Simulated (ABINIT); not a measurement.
# GaP (F-43m): Bethe-Salpeter spectra with ABINIT

Wanted: excitons and ε₂ of GaP (F-43m), with cost.

Calculated with ABINIT 10.8.3; PBE and many-body steps on it, plane waves.

**1. Set-up**

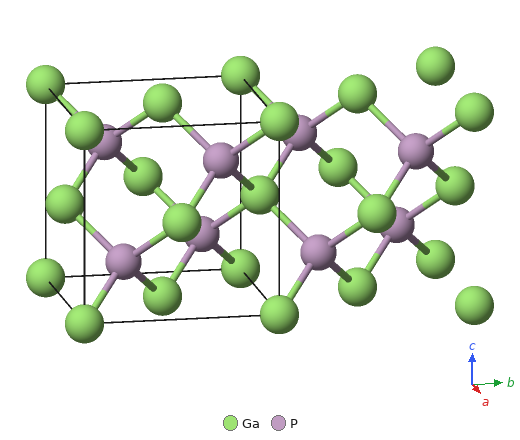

The cell as given, slightly off an axis (gallium green, phosphorus pink). 1×2×1 cells are drawn. This picture shows the conventional cell, with its axes. Bonds to atoms that aren't drawn are left out. Some periodic images of atoms are drawn too.

Structure file:

```cif
data_structure
_symmetry_space_group_name_H-M 'F-43m'
_symmetry_Int_Tables_number 216
_cell_length_a 5.4505
_cell_length_b 5.4505
_cell_length_c 5.4505
_cell_angle_alpha 90.000
_cell_angle_beta 90.000
_cell_angle_gamma 90.000
_cell_volume 161.92
loop_
_atom_site_label
_atom_site_type_symbol
_atom_site_symmetry_multiplicity
_atom_site_Wyckoff_symbol
_atom_site_fract_x
_atom_site_fract_y
_atom_site_fract_z
_atom_site_occupancy
Ga1 Ga 4 a 0.00000 0.00000 0.00000 1
P1 P 4 d 0.25000 0.25000 0.75000 1
```

The cell and positions come from the Crystallography Open Database and are kept as given unless a step says otherwise.

**2. Empty states on the mesh, 6×6×6 mesh, 130 bands**

This step: ABINIT 10.8.3; DFT, PBE, plane waves, norm-conserving pseudopotentials.

The sums over transitions need many empty states on a uniform mesh; this step solves for them.

The input, run.abi:

```
acell 3*1.0 Angstrom
rprim 
  0.000000000000 2.725250000000 2.725250000000
  2.725250000000 0.000000000000 2.725250000000
  2.725250000000 2.725250000000 0.000000000000
ntypat 2
znucl 31 15
natom 2
typat 1 2
xred 
  0.000000000000 0.000000000000 0.000000000000
  0.250000000000 0.250000000000 0.250000000000
pp_dirpath "pseudos"
pseudos "Ga.upf, P.upf"
ecut 45
ngkpt 6 6 6
nshiftk 1
shiftk 0 0 0
kptopt 1
chksymbreak 0
irdden 1
istwfk *1
nband 130
prtvol 0
optdriver 6
gwr_task "HDIAGO"
paral_kgb 0
occopt 1
indata_prefix "in"
outdata_prefix "out"
tmpdata_prefix "tmp"
```

On the command line:

```sh
> OMP_NUM_THREADS=1 mpirun -n 4 abinit run.abi > log
```

Output:

```text
.Version 10.8.3 of ABINIT. v10.8.2 released Aug 2026.

 Symmetries : space group F-4 3 m (#216); Bravais cF (face-center cubic)
[... echo of the input left out ...]
== DATASET  1 ==================================================================
-   mpi_nproc: 4, omp_nthreads: 1 (-1 if OMP is not activated)

--- !DatasetInfo
iteration_state: {dtset: 1, }
dimensions: {natom: 2, nkpt: 16, mband: 130, nsppol: 1, nspinor: 1, nspden: 1, mpw: 3954, }
cutoff_energies: {ecut:  45.0, pawecutdg:  -1.0, }
[...]
Indirect band gap semiconductor
 Fundamental gap:     1.652 (eV)
   VBM:     5.227 (eV) at k: [ 0.0000E+00,  0.0000E+00,  0.0000E+00]
   CBM:     6.880 (eV) at k: [ 5.0000E-01,  5.0000E-01,  0.0000E+00]
 Direct gap:         1.809 (eV) at k: [ 0.0000E+00,  0.0000E+00,  0.0000E+00]

== END DATASET(S) ==============================================================
================================================================================

 -outvars: echo values of variables after computation  --------
           etotal      0.0000000000E+00
            nband         130
             nkpt          16
          spgroup         216
 [... the other variables as echoed above ...]

 Calculation completed.
```

The job ended after 3.1 min (4 MPI ranks of Arm Neoverse V1, shared host; peak memory 3.6 GiB; 12 min of CPU time).

Numbers from this step:

```
gap                                                           : 1.652 eV
k of the valence top                                          : 0, 0, 0
k of the conduction bottom                                    : 0.5, 0.5, 0
least direct gap                                              : 1.809 eV
k points computed                                             : 16
lowest point of the top converged band, above the valence top : 99.8446 eV
```

On this mesh the gap is 1.652 eV.

The density comes from a self-consistent run that is not shown.

**3. Screening, 6×6×6 mesh, 122 bands, screening to 179.6 eV**

The RPA dielectric matrix is built and inverted for each q.

This step: RPA screening on PBE, plane waves, norm-conserving pseudopotentials.

run.abi: that of step 2 with these lines changed.

```diff
@@ -20,10 +20,11 @@
 chksymbreak 0
-irdden 1
 istwfk *1
-nband 130
-prtvol 0
-optdriver 6
-gwr_task "HDIAGO"
-paral_kgb 0
 occopt 1
+irdwfk 1
+optdriver 3
+nband 122
+ecuteps 6.6
+inclvkb 2
+awtr 1
+symchi 1
 indata_prefix "in"
```

Output:

```text
.Version 10.8.3 of ABINIT. v10.8.2 released Aug 2026.

 Symmetries : space group F-4 3 m (#216); Bravais cF (face-center cubic)
[... echo of the input left out ...]
== DATASET  1 ==================================================================
-   mpi_nproc: 4, omp_nthreads: 1 (-1 if OMP is not activated)

--- !DatasetInfo
iteration_state: {dtset: 1, }
dimensions: {natom: 2, nkpt: 16, mband: 122, nsppol: 1, nspinor: 1, nspden: 1, mpw: 3954, }
cutoff_energies: {ecut:  45.0, pawecutdg:  -1.0, }
[...]
--------------------------------------------------------------------------------
[... chi0 elements left out ...]
 For q-point:  0.000010 0.000020 0.000030
  dielectric constant =  12.2337
  dielectric constant without local fields =  13.4474

  Average fulfillment of the sum rule on Im[epsilon] for q-point    1 :     48.08  [%]
[... wings left out ...]
  q-point number  2        q = ( 0.166667, 0.000000, 0.000000) [r.l.u.]
--------------------------------------------------------------------------------
[... chi0 elements left out ...]
  Average fulfillment of the sum rule on Im[epsilon] for q-point    2 :     56.20  [%]

 [... 14 further q-points ...]
```

Run time: 4.3 min. Hardware: 4 MPI ranks; peak memory 1.9 GiB.

Numbers from this step:

```yaml
eps_infinity_with_local_fields_on_this_mesh_along_the_program_s_q_direction: 12.23
the_same_without_local_fields: 13.45
plasma_frequency: 29.76 eV
plane_waves_in_the_screening_matrix: 229
```

Local fields lower ε∞ by 9 %.

**4. Self-energy, 6×6×6 mesh, 122 bands, screening to 179.6 eV**

The self-energy is evaluated for the states that the input lists, and the levels follow from it, in one-shot runs by the linearised quasiparticle equation.

This step: G0W0 on PBE, plane waves, norm-conserving pseudopotentials.

run.abi: that of step 3 with these lines changed.

```diff
@@ -23,8 +23,17 @@
 irdwfk 1
-optdriver 3
+optdriver 4
 nband 122
+gwcalctyp 0
+ecutsigx 45
+symsigma 1
+nkptgw 2
+kptgw 
+  0.0000000000 0.0000000000 0.0000000000
+  0.5000000000 0.5000000000 0.0000000000
+bdgw 
+  11 17
+  12 15
 ecuteps 6.6
-inclvkb 2
-awtr 1
-symchi 1
+irdscr 1
+ppmodel 1
 indata_prefix "in"
```

Output:

```text
.Version 10.8.3 of ABINIT. v10.8.2 released Aug 2026.

 Symmetries : space group F-4 3 m (#216); Bravais cF (face-center cubic)
[... echo of the input left out ...]
== DATASET  1 ==================================================================
-   mpi_nproc: 4, omp_nthreads: 1 (-1 if OMP is not activated)

--- !DatasetInfo
iteration_state: {dtset: 1, }
dimensions: {natom: 2, nkpt: 16, mband: 122, nsppol: 1, nspinor: 1, nspden: 1, mpw: 3954, }
cutoff_energies: {ecut:  45.0, pawecutdg:  -1.0, }
[...]
Band     E0 <VxcDFT>   SigX SigC(E0)      Z dSigC/dE  Sig(E)    E-E0       E
[...]
14   6.880  -9.803  -6.071  -3.823   0.807  -0.239  -9.877  -0.073   6.806
       15   7.048 -10.975  -7.063  -3.848   0.801  -0.249 -10.924   0.051   7.099

== END DATASET(S) ==============================================================
================================================================================

 -outvars: echo values of variables after computation  --------
           etotal      0.0000000000E+00
            nband         122
             nkpt          16
          spgroup         216
 [... the other variables as echoed above ...]

 Calculation completed.
```

Elapsed: 24 s, on 4 MPI ranks; peak memory 1.7 GiB.

Numbers from this step:

- G0W0 gap on the points computed: 2.266 eV
- starting gap on the mesh: 1.652 eV
- k of the valence top: 0, 0, 0
- k of the conduction bottom: 0.5, 0.5, 0
- least direct G0W0 gap on the computed points: 2.665 eV

The gap on the mesh goes from 1.65 eV to 2.27 eV, a correction of +0.61 eV.

The gap opens by 0.614 eV; the next steps shift the empty bands rigidly by 0.614 eV. The least direct G0W0 gap is 2.665 eV, so this shift leaves the direct transitions −0.24 eV off.

**5. Excitons**

Light makes an electron and a hole together. The Bethe-Salpeter equation adds their screened attraction and their exchange, in a window of bands around the gap.

This step: Bethe-Salpeter equation on PBE with a scissors shift, plane waves, norm-conserving pseudopotentials.

run.abi: that of step 4 with these lines changed.

```diff
@@ -23,17 +23,17 @@
 irdwfk 1
-optdriver 4
-nband 122
-gwcalctyp 0
-ecutsigx 45
-symsigma 1
-nkptgw 2
-kptgw 
-  0.0000000000 0.0000000000 0.0000000000
-  0.5000000000 0.5000000000 0.0000000000
-bdgw 
-  11 17
-  12 15
-ecuteps 6.6
+optdriver 99
+bs_calctype 1
+mbpt_sciss 0.614 eV
+bs_loband 11
+nband 16
+bs_exchange_term 1
+bs_coulomb_term 11
+bs_coupling 0
+bs_algorithm 1
+bs_freq_mesh 0 8 0.05 eV
+zcut 0.15 eV
+ecuteps 4
+ecutwfn 22.5
+inclvkb 2
 irdscr 1
-ppmodel 1
 indata_prefix "in"
```

Output:

```text
.Version 10.8.3 of ABINIT. v10.8.2 released Aug 2026.

 Symmetries : space group F-4 3 m (#216); Bravais cF (face-center cubic)
[... echo of the input left out ...]
== DATASET  1 ==================================================================
-   mpi_nproc: 4, omp_nthreads: 1 (-1 if OMP is not activated)

--- !DatasetInfo
iteration_state: {dtset: 1, }
dimensions: {natom: 2, nkpt: 16, mband: 16, nsppol: 1, nspinor: 1, nspden: 1, mpw: 1411, }
cutoff_energies: {ecut:  22.5, pawecutdg:  -1.0, }
electrons: {nelect:   2.60000000E+01, charge:   0.00000000E+00, occopt:   1.00000000E+00, tsmear:   1.00000000E-02, }

 Exciton: Calculation of dielectric properties by solving the Bethe-Salpeter equation
 in frequency domain and reciprocal space on a transitions basis set.
 Based on a program developed by L. Reining, V. Olevano, F. Sottile,
 S. Albrecht, and G. Onida. Incorporated in ABINIT by M. Giantomassi.

.Using double precision arithmetic ; gwpc =  8

[... cell and pseudopotentials left out ...]
--------------------------------------------------------------------------------

 ==== K-mesh for the wavefunctions ====
 Number of points in the irreducible wedge :    16
[... list of points left out ...]
 Together with 24 symmetry operations and time-reversal symmetry
 yields   216 points in the full Brillouin Zone.

 ==== Q-mesh for the screening function ====
 Number of points in the irreducible wedge :    16
[... list of points left out ...]
 Together with 24 symmetry operations and time-reversal symmetry
 yields   216 points in the full Brillouin Zone.

 vcoul_init : cutoff-mode = AUXILIARY_FUNCTION
 q-points for optical limit:   1
     1)      0.000010    0.000020    0.000030
 setmesh: FFT mesh size selected  =    24x   24x   24
          total number of points  =        13824

 ==== Fundamental parameters for the solution of the Bethe-Salpeter equation: ====
 Algorithm: Direct diagonalization.
 Dimension of the v, W matrices,  npweps  = 113
 Cutoff for the wavefunctions,    npwwfn  = 1411
 Number of k-points in the IBZ,   nkibz   = 16
 Highest empty band included,     nband   = 16
 === Spin UP ===
 Number of resonant transitions          1944
 Lowest occupied state                   11
 Highest occupied state                  13
 Lowest unoccupied state                 14
 Highest unoccupied state                16
 Minimum frequency [eV]           Emin    =   0.00
 Maximum frequency [eV]           Emax    =   8.00
 Frequency step [eV]              dE      =   0.05
 Lorentzian broadening [eV]       eta     =   0.15
 RPA L0 with KS energies and KS wavefunctions
 Scissors operator energy [eV] =          0.61
 Local fields effects (v term) included
 Excitonic effects (W term) included
 Full W_GG' included
 W is read from an external SCR file
 Resonant-only calculation (Hermitian case)

 Calculating epsilon_Macro(q-->0,w), along the following directions:
 q = (  0.946444  0.000000  0.000000) [r.l.u.]
 q = (  0.000000  0.946444  0.000000) [r.l.u.]
 q = (  0.000000  0.000000  0.946444) [r.l.u.]
 q = (  0.000000  0.819644  0.819644) [r.l.u.]
 q = (  0.819644  0.000000  0.819644) [r.l.u.]
 q = (  0.819644  0.819644  0.000000) [r.l.u.]
 Number of electrons calculated from density =   25.6819; Expected =   26.0000
 average of density, n =  0.094012
 r_s =    1.3643
 omega_plasma =   29.5765 [eV]

. Writing resonant excitonic Hamiltonian on file out_BSR; file size=   0.03 [Gb].
 Direct diagonalization of the resonant excitonic Hamiltonian, Matrix size= 1944
. Using LAPACK sequential version.
 Excitonic eigenvalues in eV up to n=   32
   2.26283   2.26310   2.26328   3.15352   3.15916   3.15922   3.18406   3.18924
   3.18926   3.20579   3.20587   3.22491   3.22512   3.22521   3.22535   3.22553
   3.22559   3.22583   3.22585   3.23633   3.23698   3.23700   3.23875   3.23878
   3.24156   3.24195   3.24198   3.26355   3.26366   3.26886   3.26888   3.26895

 First excitonic eigenvalue=    2.26 [eV]
 Last  excitonic eigenvalue=   17.80 [eV]

 GW  direct gap       2.42  0.00 [eV]
 EXC direct gap       2.26  0.00 [eV]
 EXC binding energy   0.16  0.00 [eV]

 Excitonic eigenvalues up to the GW energy gap [eV]
  1 (  2.26  0.00)
  2 (  2.26  0.00)
  3 (  2.26  0.00)

 Macroscopic dielectric function:
 omega [eV] <KS_RPA_nlf>  <GW_RPA_nlf>  <BSE>
   0.0000  13.0283   0.0000  11.2951   0.0000  12.3336   0.0000
   0.0500  13.0309   0.0161  11.2966   0.0091  12.3357   0.0127
   0.1000  13.0389   0.0323  11.3011   0.0181  12.3420   0.0254
   0.1500  13.0522   0.0486  11.3086   0.0273  12.3525   0.0382
   0.2000  13.0709   0.0652  11.3192   0.0365  12.3672   0.0511
   0.2500  13.0951   0.0820  11.3328   0.0458  12.3863   0.0642
   0.3000  13.1249   0.0992  11.3495   0.0552  12.4097   0.0775
   0.3500  13.1604   0.1168  11.3693   0.0647  12.4375   0.0910
   0.4000  13.2017   0.1350  11.3923   0.0744  12.4698   0.1049
   0.4500  13.2491   0.1539  11.4185   0.0843  12.5067   0.1190

 Writing KS-RPA macroscopic dielectric function without local fields to file: out_RPA_NLF_MDF
 Writing GW-RPA macroscopic dielectric function without local fields to file: out_GW_NLF_MDF
 Writing EXC Macroscopic dielectric function to file: out_EXC_MDF

== END DATASET(S) ==============================================================
================================================================================

 -outvars: echo values of variables after computation  --------
           etotal      0.0000000000E+00
            nband          16
             nkpt          16
          spgroup         216
 [... the other variables as echoed above ...]

 Calculation completed.
```

Wall time 2.2 min (4 MPI ranks); peak memory 0.46 GiB; 9 min of CPU time.

Numbers from this step:

```
direct gap of the transition levels                            : 2.423 eV
transitions in the window                                      : 1944
first strong exciton (over a fiftieth of the strongest listed) : 2.263 eV
lowest state                                                   : 2.263 eV
binding of the lowest state below the direct gap               : 0.1601 eV
Coulomb term of one mesh cell                                  : 0.1623 eV
```

The binding is 0.99 times the screened Coulomb term of one mesh cell (0.16 eV), so it is not shown settled.

The lowest state lies at 2.263 eV, 0.160 eV under the direct gap.

Lines within 3 meV are set at the lowest of them, and the highest group, which the list may cut short, is left out; lines within 3 meV are set at the lowest of them, and the highest group, which the list may cut short, is left out. Exciton lines, with heights relative to the strongest:

| position (eV) | lines merged | oscillator strength, relative |
| --- | --- | --- |
| 2.263 | 3 | 29 |
| 3.154 | 1 | 56 |
| 3.159 | 2 | 100 |
| 3.184 | 1 | 0.0 |
| 3.189 | 2 | 1.4 |

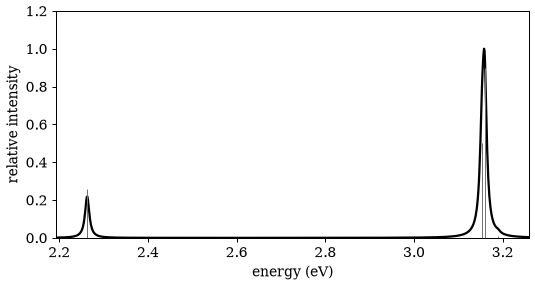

The exciton spectrum, broadened with Lorentzians of width 0.012 eV; bars mark the lines.

The ε₂ has structure finer than the step of the table below, so its rows give means over 0.5 eV, whole bins alone (the curve runs from 0 to 7.95 eV). Peaks (eV: height): BSE 3.15: 42.5, 4.75: 33.8; no electron-hole interaction 3.40: 33.6, 5.00: 46.1; Kohn-Sham, no shift 2.80: 33.3, 4.40: 45.9.

Mean over the three Cartesian directions of q; broadening 0.15 eV; transition window only. Limits: finite bands, cutoff and mesh; no spin-orbit coupling; exciton not shown settled in the k mesh. Table of ε₂ by photon energy; means over each step:

| photon energy (eV) | BSE | no electron-hole interaction | Kohn-Sham, no shift |
| --- | --- | --- | --- |
| 0.5 | 0.136 | 0.0955 | 0.177 |
| 1.0 | 0.326 | 0.220 | 0.478 |
| 1.5 | 0.742 | 0.445 | 2.06 |
| 2.0 | 3.54 | 1.33 | 4.07 |
| 2.5 | 5.69 | 4.33 | 11.3 |
| 3.0 | 23.0 | 6.48 | 16.1 |
| 3.5 | 12.1 | 20.3 | 8.91 |
| 4.0 | 13.3 | 6.82 | 23.0 |
| 4.5 | 27.4 | 19.4 | 31.6 |
| 5.0 | 19.3 | 35.0 | 9.53 |
| 5.5 | 5.96 | 11.6 | 7.24 |
| 6.0 | 5.42 | 6.71 | 7.62 |
| 6.5 | 5.24 | 8.41 | 6.77 |
| 7.0 | 5.30 | 6.66 | 7.07 |
| 7.5 | 6.14 | 7.27 | 5.09 |

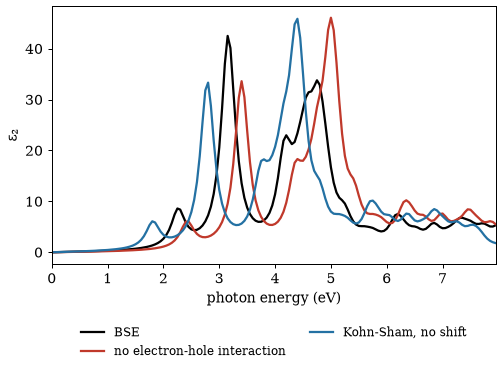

ε₂, plotted against photon energy.

**6. Triplet (no exchange term)**

run.abi: that of step 5 with these lines changed.

```diff
@@ -28,3 +28,3 @@
 nband 16
-bs_exchange_term 1
+bs_exchange_term 0
 bs_coulomb_term 11
@@ -32,3 +32,3 @@
 bs_algorithm 1
-bs_freq_mesh 0 8 0.05 eV
+bs_freq_mesh 0 6 0.05 eV
 zcut 0.15 eV
```

Output:

```text
.Version 10.8.3 of ABINIT. v10.8.2 released Aug 2026.

 Symmetries : space group F-4 3 m (#216); Bravais cF (face-center cubic)
[... echo of the input left out ...]
== DATASET  1 ==================================================================
-   mpi_nproc: 4, omp_nthreads: 1 (-1 if OMP is not activated)

--- !DatasetInfo
iteration_state: {dtset: 1, }
dimensions: {natom: 2, nkpt: 16, mband: 16, nsppol: 1, nspinor: 1, nspden: 1, mpw: 1411, }
cutoff_energies: {ecut:  22.5, pawecutdg:  -1.0, }
electrons: {nelect:   2.60000000E+01, charge:   0.00000000E+00, occopt:   1.00000000E+00, tsmear:   1.00000000E-02, }

 Exciton: Calculation of dielectric properties by solving the Bethe-Salpeter equation
 in frequency domain and reciprocal space on a transitions basis set.
 Based on a program developed by L. Reining, V. Olevano, F. Sottile,
 S. Albrecht, and G. Onida. Incorporated in ABINIT by M. Giantomassi.

.Using double precision arithmetic ; gwpc =  8

[... cell and pseudopotentials left out ...]
--------------------------------------------------------------------------------

 ==== K-mesh for the wavefunctions ====
 Number of points in the irreducible wedge :    16
[... list of points left out ...]
 Together with 24 symmetry operations and time-reversal symmetry
 yields   216 points in the full Brillouin Zone.

 ==== Q-mesh for the screening function ====
 Number of points in the irreducible wedge :    16
[... list of points left out ...]
 Together with 24 symmetry operations and time-reversal symmetry
 yields   216 points in the full Brillouin Zone.

 vcoul_init : cutoff-mode = AUXILIARY_FUNCTION
 q-points for optical limit:   1
     1)      0.000010    0.000020    0.000030
 setmesh: FFT mesh size selected  =    24x   24x   24
[...]
q = (  0.819644  0.819644  0.000000) [r.l.u.]
 Number of electrons calculated from density =   25.6819; Expected =   26.0000
 average of density, n =  0.094012
 r_s =    1.3643
 omega_plasma =   29.5765 [eV]

. Writing resonant excitonic Hamiltonian on file out_BSR; file size=   0.03 [Gb].
 Direct diagonalization of the resonant excitonic Hamiltonian, Matrix size= 1944
. Using LAPACK sequential version.
 Excitonic eigenvalues in eV up to n=   32
   2.25322   2.25352   2.25369   3.11222   3.12034   3.12043   3.17232   3.17353
   3.17357   3.18887   3.18898   3.22383   3.22392   3.22403   3.22457   3.22462
   3.22536   3.22547   3.22556   3.23521   3.23523   3.23611   3.23856   3.23858
   3.24149   3.24155   3.24160   3.26326   3.26337   3.26882   3.26884   3.26890

 First excitonic eigenvalue=    2.25 [eV]
 Last  excitonic eigenvalue=   17.79 [eV]

 GW  direct gap       2.42  0.00 [eV]
 EXC direct gap       2.25  0.00 [eV]
 EXC binding energy   0.17  0.00 [eV]

 Excitonic eigenvalues up to the GW energy gap [eV]
  1 (  2.25  0.00)
  2 (  2.25  0.00)
  3 (  2.25  0.00)

 Macroscopic dielectric function:
 omega [eV] <KS_RPA_nlf>  <GW_RPA_nlf>  <BSE>
   0.0000  13.0283   0.0000  11.2951   0.0000  13.0340   0.0000
   0.0500  13.0309   0.0161  11.2966   0.0091  13.0363   0.0142
   0.1000  13.0389   0.0323  11.3011   0.0181  13.0433   0.0284
[...]
0.4000  13.2017   0.1350  11.3923   0.0744  13.1862   0.1173
   0.4500  13.2491   0.1539  11.4185   0.0843  13.2275   0.1331

 Writing KS-RPA macroscopic dielectric function without local fields to file: out_RPA_NLF_MDF
 Writing GW-RPA macroscopic dielectric function without local fields to file: out_GW_NLF_MDF
 Writing EXC Macroscopic dielectric function to file: out_EXC_MDF

== END DATASET(S) ==============================================================
================================================================================

 -outvars: echo values of variables after computation  --------
           etotal      0.0000000000E+00
            nband          16
             nkpt          16
          spgroup         216
 [... the other variables as echoed above ...]

 Calculation completed.
```

It took 2.3 min on 4 MPI ranks; peak memory 0.46 GiB; 9 min of CPU time.

The lowest triplet lies at 2.253 eV; without spin-orbit coupling triplets are dark, so no spectrum is read.

(Continued in part 2 of 3.)

[Paths, hosts, dates, memory and timing lines, banners, echoed tables and standing remarks are left out of the program output.]

[Logs are printed without paths, hosts, clocks, repeated set-up lines and the standing remarks that a program may print on its own settings, such as how far it seeks lower states.]

[Runs of the session that timed out or met a known fault of the program may be left out.]

[Hosts, paths, dates, database ids (printed as entryN), source tags and the programs' standing remarks are cut or masked in the printed files.]

[G0W0 gaps are taken among the corrected bands and points alone; a level outside them can change the order at an edge.]

[Where Ansatz stands beside ABINIT at settings called matched, ABINIT's density can come from a denser mesh and the files from another edition; pairs whose starting gaps differed by over 0.03 eV were left out, so agreement reads better than it is.]
